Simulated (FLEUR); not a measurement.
# CrO2: magnetism against the volume, part 2 of 2

Aim: follow the moments and order energies of CrO2 as the volume changes.

FLEUR MaX-R8.1; PBE with U = 3.5 eV on Cr d; all-electron FLAPW, Dirac cores, scalar-relativistic bands.

So far, largest spin moment in the muffin-tin sphere (μB): step 2 (factor 1, start ferro ++) 2.23; step 3 (factor 1, start antiferro +-) 1.93.

## Step 4: Factor 1.09, start ferro ++

The farthest finished point is shown in full.

File inp.xml:

```
<?xml version="1.0" encoding="UTF-8" standalone="no"?>
<fleurInput fleurInputVersion="0.39">
   <comment>
      CrO2
   </comment>
   <calculationSetup>
      <cutoffs Kmax="4.4" Gmax="13.2" GmaxXC="13.2" numbands="0"/>
      <scfLoop itmax="110" minDistance="0.0001" maxIterBroyd="15" imix="Anderson" alpha="0.05" precondParam="0.0" spinf="2.0" sdNocoIR="T"/>
      <coreElectrons ctail="T" frcor="F" kcrel="0" coretail_lmax="0"/>
      <xcFunctional name="pbe" relativisticCorrections="F"/>
      <magnetism jspins="2"/>
      <soc l_soc="F" theta="0.0" phi="0.0" spav="F"/>
      <expertModes spex="0" secvar="F"/>
      <geometryOptimization l_f="F" forcealpha="1.0" forcemix="BFGS" epsdisp="0.00001" epsforce="0.00001"/>
      <ldaU l_linMix="F" mixParam="0.05" spinf="1.0"/>
   </calculationSetup>
   <cell>
      <bzIntegration valenceElectrons="52.0" mode="hist" fermiSmearingEnergy="0.00183747">
         <kPointListSelection listName="default-1"/>
         <xi:include xmlns:xi="http://www.w3.org/2001/XInclude" href="kpts.xml"> </xi:include>
      </bzIntegration>
      <xi:include xmlns:xi="http://www.w3.org/2001/XInclude" href="sym.xml"> </xi:include>
      <bulkLattice scale="1.0">
         <bravaisMatrix>
            <row-1>    8.5979493275494718     0.0000000000000000     0.0000000000000000</row-1>
            <row-2>    0.0000000000000000     8.5979493275494718     0.0000000000000000</row-2>
            <row-3>    0.0000000000000000     0.0000000000000000     5.6729740304507184</row-3>
         </bravaisMatrix>
      </bulkLattice>
   </cell>
   <atomSpecies>
      <species name="Chromium (3.000" element="Cr" atomicNumber="24">
         <mtSphere radius="2.15" gridPoints="711" logIncrement="0.017"/>
         <atomicCutoffs lmax="8" lnonsphr="6"/>
         <electronConfig flipSpins="F">
            <coreConfig>(1s1/2) (2s1/2) (2p1/2) (2p3/2)</coreConfig>
            <valenceConfig>(3s1/2) (3p1/2) (3p3/2) (4s1/2) (3d3/2) (3d5/2)</valenceConfig>
            <stateOccupation state="(4s1/2)" spinUp="0.5" spinDown="0.5"/>
            <stateOccupation state="(3d3/2)" spinUp="1.0" spinDown="1.0"/>
            <stateOccupation state="(3d5/2)" spinUp="3.0" spinDown="0.0"/>
         </electronConfig>
         <energyParameters s="4" p="4" d="3" f="4"/>
         <ldaU l="2" U="3.5" J="0.0" l_amf="F"/>
         <lo type="SCLO" l="0" n="3" eDeriv="0"/>
         <lo type="SCLO" l="1" n="3" eDeriv="0"/>
      </species>
      <species name="Oxygen (O)" element="O" atomicNumber="8">
         <mtSphere radius="1.21" gridPoints="401" logIncrement="0.026"/>
         <atomicCutoffs lmax="6" lnonsphr="4"/>
         <electronConfig flipSpins="F">
            <coreConfig>(1s1/2)</coreConfig>
            <valenceConfig>(2s1/2) (2p1/2) (2p3/2)</valenceConfig>
            <stateOccupation state="(2p1/2)" spinUp="0.666667" spinDown="0.666667"/>
            <stateOccupation state="(2p3/2)" spinUp="1.333333" spinDown="1.333333"/>
         </electronConfig>
         <energyParameters s="2" p="2" d="3" f="4"/>
      </species>
   </atomSpecies>
   <atomGroups>
      <atomGroup species="Chromium (3.000">
         <relPos label="                   1">.0000000000 .0000000000 .0000000000</relPos>
         <relPos label="                   2">1.000/2.000 1.000/2.000 1.000/2.000</relPos>
         <force calculate="T" relaxXYZ="TTT"/>
      </atomGroup>
      <atomGroup species="Oxygen (O)">
         <relPos label="                   3">.3010000000 .3010000000 .0000000000</relPos>
         <relPos label="                   4">.1990000000 -.1990000000 1.000/2.000</relPos>
         <relPos label="                   5">-.3010000000 -.3010000000 .0000000000</relPos>
         <relPos label="                   6">-.1990000000 .1990000000 1.000/2.000</relPos>
         <force calculate="T" relaxXYZ="TTT"/>
      </atomGroup>
   </atomGroups>
   <output dos="F" band="F" slice="F">
      <bandDOS minEnergy="-.5*Htr" maxEnergy="0.5*Htr" sigma="0.015" storeEVData="T"/>
      <plotting iplot="0" polar="F">
         <plot TwoD="T" vec1="  1.0  0.0  0.0" vec2="  0.0  1.0  0.0" vec3="  0.0  0.0  1.0" zero="  0.0  0.0  0.0" file="plot"/>
      </plotting>
      <moessbauerParams electricFieldGradient="F" isomerShift="F" coreHyperfine="F" valenceHyperfine="F"/>
   </output>
</fleurInput>
```

File crystal.txt:

```
CrO2
&input film=F cartesian=F /
4.54983884470  0.00000000000  0.00000000000
0.00000000000  4.54983884470  0.00000000000
0.00000000000  0.00000000000  3.00200857500
1.8897261246
1.0 1.0 1.0

6
24 0.00000000000  0.00000000000  0.00000000000 : 3.000
24 0.50000000000  0.50000000000  0.50000000000 : 3.000
8 0.30100000000  0.30100000000  0.00000000000
8 0.19900000000  0.80100000000  0.50000000000
8 0.69900000000  0.69900000000  0.00000000000
8 0.80100000000  0.19900000000  0.50000000000

&kpt div1=8 div2=8 div3=8 gamma=T /
```

Started as:

```bash
$ OMP_NUM_THREADS=1 inpgen -f crystal.txt > inpgen.log  # inp.xml is then edited as shown
$ OMP_NUM_THREADS=1 mpirun -n 4 fleur_MPI > fleur.log
```

Log:

```text
[banner, memory and clock lines left out]
Welcome to FLEUR        (www.flapw.de)
      MaX-Release 8.1          (www.max-centre.eu)

 ========== k-point set info ==========
 Selected k-point list: default-1
 k-point list type: mesh
 0 x 0 x 0
 Number of k points: 76

 [... set-up left out ...]
 no density matrix found ... skipping LDA+U
 Reset of history
 Iteration:     1   Distance:      48.46277056 me/bohr^3
 Iteration:     2   Distance:      43.71288539 me/bohr^3
 Iteration:     3   Distance:      37.18089767 me/bohr^3
 Iteration:     4   Distance:      15.49538221 me/bohr^3
[...]
[... left out ...]
            <freeEnergy value="-2402.5526939076"/>
            <extrapolationTo0K value="-2402.5525545250"/>
         </totalEnergy>
         [... left out ...]
         <ldaUDensityMatrixConvergence>
            <distance spin="1" distance="0.000002"/>
            <distance spin="2" distance="0.000002"/>
         </ldaUDensityMatrixConvergence>
         <densityConvergence units="me/bohr^3">
            <chargeDensity spin="1" distance="0.0000202508"/>
            <chargeDensity spin="2" distance="0.0000347017"/>
            <overallChargeDensity distance="0.0000518783"/>
            <spinDensity distance="0.0000231786"/>
         </densityConvergence>
      </iteration>
```

It took 2.8 min on 4 MPI ranks of Arm Neoverse V1, shared host; peak memory 0.29 GiB; 11 min of CPU time.

Spin moment in the muffin-tin sphere by atom:

```tsv
atom	spin moment in the muffin-tin sphere (μB)
Cr1	2.34
Cr2	2.34
O3	-0.16
O4	-0.16
O5	-0.16
O6	-0.16
```

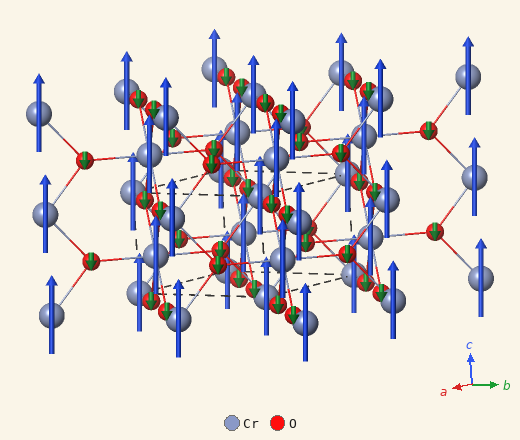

Spin moment in the muffin-tin sphere as arrows, the longest 2.34 μB. Up and down stand for the sign. Arrows give size and sign along the axis of quantisation, drawn up and down the page. Each arrow also spans its atom, so small moments look longer than they are. The two directions have two colours. 2×2×2 cells are drawn. Some periodic images of atoms are drawn too.

Numbers from this step:

```
free energy                                                       : -65376.7893 eV
program's band gap on this mesh (in a metal only a level spacing) : 0.02292 eV
magnetization                                                     : 4 μB
final state                                                       : ferromagnetic, with opposed induced moments
```

After 28 cycles the largest moment stands at 2.34 μB.

## Step 5: Factor 1.09, start antiferro +-

Edit inp.xml of step 4 so:

```diff
@@ -46,2 +46,17 @@
       </species>
+      <species name="Chromium (-3.000" element="Cr" atomicNumber="24">
+         <mtSphere radius="2.15" gridPoints="711" logIncrement="0.017"/>
+         <atomicCutoffs lmax="8" lnonsphr="6"/>
+         <electronConfig flipSpins="F">
+            <coreConfig>(1s1/2) (2s1/2) (2p1/2) (2p3/2)</coreConfig>
+            <valenceConfig>(3s1/2) (3p1/2) (3p3/2) (4s1/2) (3d3/2) (3d5/2)</valenceConfig>
+            <stateOccupation state="(4s1/2)" spinUp="0.5" spinDown="0.5"/>
+            <stateOccupation state="(3d3/2)" spinUp="1.0" spinDown="1.0"/>
+            <stateOccupation state="(3d5/2)" spinUp="0.0" spinDown="3.0"/>
+         </electronConfig>
+         <energyParameters s="4" p="4" d="3" f="4"/>
+         <ldaU l="2" U="3.5" J="0.0" l_amf="F"/>
+         <lo type="SCLO" l="0" n="3" eDeriv="0"/>
+         <lo type="SCLO" l="1" n="3" eDeriv="0"/>
+      </species>
       <species name="Oxygen (O)" element="O" atomicNumber="8">
@@ -61,2 +76,5 @@
          <relPos label="                   1">.0000000000 .0000000000 .0000000000</relPos>
+         <force calculate="T" relaxXYZ="TTT"/>
+      </atomGroup>
+      <atomGroup species="Chromium (-3.000">
          <relPos label="                   2">1.000/2.000 1.000/2.000 1.000/2.000</relPos>
@@ -66,4 +84,7 @@
          <relPos label="                   3">.3010000000 .3010000000 .0000000000</relPos>
+         <relPos label="                   5">-.3010000000 -.3010000000 .0000000000</relPos>
+         <force calculate="T" relaxXYZ="TTT"/>
+      </atomGroup>
+      <atomGroup species="Oxygen (O)">
          <relPos label="                   4">.1990000000 -.1990000000 1.000/2.000</relPos>
-         <relPos label="                   5">-.3010000000 -.3010000000 .0000000000</relPos>
          <relPos label="                   6">-.1990000000 .1990000000 1.000/2.000</relPos>
```

Edit crystal.txt of step 4 so:

```diff
@@ -10,3 +10,3 @@
 24 0.00000000000  0.00000000000  0.00000000000 : 3.000
-24 0.50000000000  0.50000000000  0.50000000000 : 3.000
+24 0.50000000000  0.50000000000  0.50000000000 : -3.000
 8 0.30100000000  0.30100000000  0.00000000000
```

Log:

```text
[banner, memory and clock lines left out]
Welcome to FLEUR        (www.flapw.de)
      MaX-Release 8.1          (www.max-centre.eu)

 ========== k-point set info ==========
 Selected k-point list: default-1
 k-point list type: mesh
 0 x 0 x 0
 Number of k points: 108

 [... set-up left out ...]
 no density matrix found ... skipping LDA+U
 Reset of history
 Iteration:     1   Distance:      49.12822730 me/bohr^3
 Iteration:     2   Distance:      43.96597709 me/bohr^3
 Iteration:     3   Distance:      37.61125517 me/bohr^3
[...]
[... left out ...]
            <freeEnergy value="-2402.5322829964"/>
            <extrapolationTo0K value="-2402.5318561456"/>
         </totalEnergy>
         [... left out ...]
         <ldaUDensityMatrixConvergence>
            <distance spin="1" distance="0.136098"/>
            <distance spin="2" distance="0.133053"/>
         </ldaUDensityMatrixConvergence>
         <densityConvergence units="me/bohr^3">
            <chargeDensity spin="1" distance="1.1623811215"/>
            <chargeDensity spin="2" distance="1.1104753195"/>
            <overallChargeDensity distance="1.4680186194"/>
            <spinDensity distance="1.7359412279"/>
         </densityConvergence>
      </iteration>
```

It took 16 min on 4 MPI ranks; peak memory 0.35 GiB.

The run stopped without converging, so none of its numbers is a property of the system.

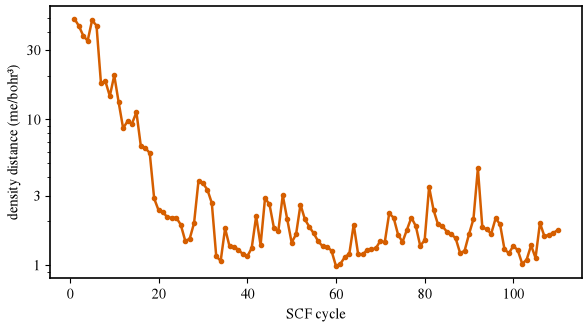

Distance of input and output densities by cycle.

After 110 cycles the density distance stands at 1.7 me/bohr³, above the threshold of 0.0001.

## Step 6: Trends

In all 14 runs were made at the factors 0.91, 0.94, 0.97, 1, 1.03, 1.06 and 1.09, of which 13 converged. The tables hold the factors at which the parallel start converged, and CPU times count converged runs alone. Differences are of free energies.

Final states:

```tsv
volume factor	ferro ++	antiferro +-	CPU time (s)
0.91	ferromagnetic, with opposed induced moments	antiferromagnetic	1547
0.94	ferromagnetic, with opposed induced moments	antiferromagnetic	1475
0.97	ferromagnetic, with opposed induced moments	antiferromagnetic	1597
1	ferromagnetic, with opposed induced moments	antiferromagnetic	1735
1.03	ferromagnetic, with opposed induced moments	antiferromagnetic	1844
1.06	ferromagnetic, with opposed induced moments	antiferromagnetic	1948
1.09	ferromagnetic, with opposed induced moments	-	682.6
```

Table of energy over the lowest point, ferro ++ by volume factor:

```tsv
volume factor	energy over the lowest point, ferro ++ (meV a primitive cell)
0.9100	803
0.9400	440
0.9700	175
1.0000	56.2
1.0300	0
1.0600	28.6
1.0900	117
```

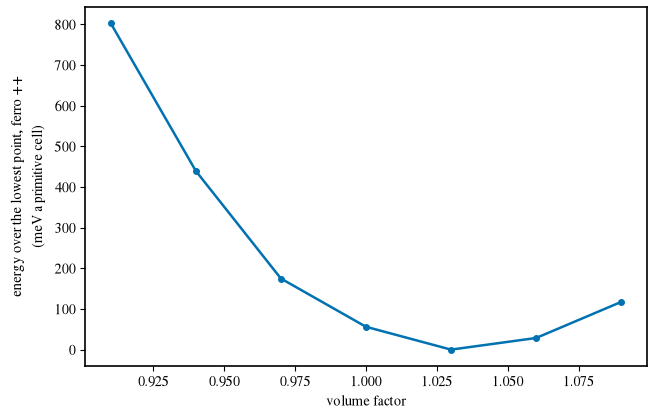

Energy over the lowest point, ferro ++, plotted against volume factor.

The largest sphere moment by volume factor:

```tsv
volume factor	ferro ++ (μB)	antiferro +- (μB)
0.9100	2.13	1.84
0.9400	2.16	1.87
0.9700	2.19	1.90
1.0000	2.23	1.93
1.0300	2.26	1.96
1.0600	2.30	1.99
1.0900	2.34	-
```

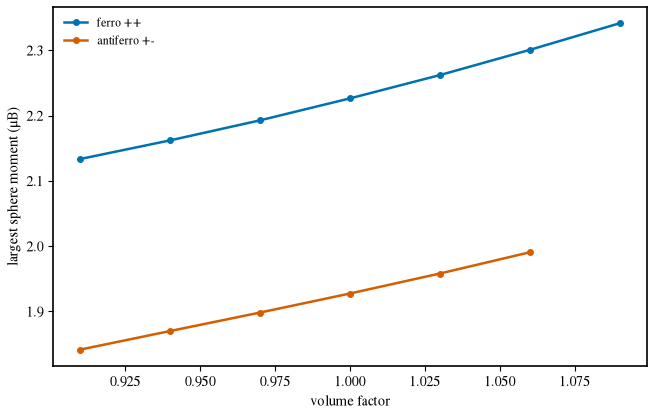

Largest sphere moment against volume factor.

The net moment, ferro ++ stays at 4 μB a primitive cell for volume factor from 0.91 to 1.09.

Table of energy less that of the parallel start, antiferro +- by volume factor:

```tsv
volume factor	energy less that of the parallel start, antiferro +- (meV a seeded atom)
0.9100	165
0.9400	164
0.9700	165
1.0000	167
1.0300	170
1.0600	175
1.0900	-
```

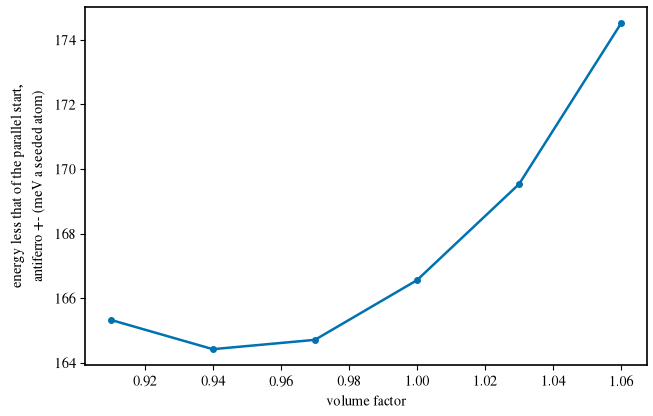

Energy less that of the parallel start, antiferro +- against volume factor.

## Step 7: Summary of results

* largest moment, parallel start: 2.13 μB at 0.91, 2.34 μB at 1.09
* net moment, parallel start: 4 to 4 μB a primitive cell
* start antiferro +- less the parallel start: +165.3 meV at 0.91, +174.5 meV at 1.06, a seeded atom

The largest moment of the parallel start goes from 2.13 μB at 0.91 to 2.34 μB at 1.09. Its energy is least at 1.03 of the points run. The start antiferro +- lies over the parallel start at every point where both finished. The opposed order is one of several, taken for its small cell; another can lie lower, so the scan does not name the ground state. Atoms were not relaxed at any point.

[Logs and program files are shortened in this print: banners, set-up blocks, solver, clock and traceback lines can be left out without a mark of their own.]

[Logs are printed without paths, hosts, clocks, repeated set-up lines and the standing remarks that a program may print on its own settings, such as how far it seeks lower states.]

[Hosts, paths, dates, database ids (printed as entryN), source tags and the programs' standing remarks are cut or masked in the printed files.]

[Where a cell is said to come from a database of computed structures, the database is the Materials Project.]
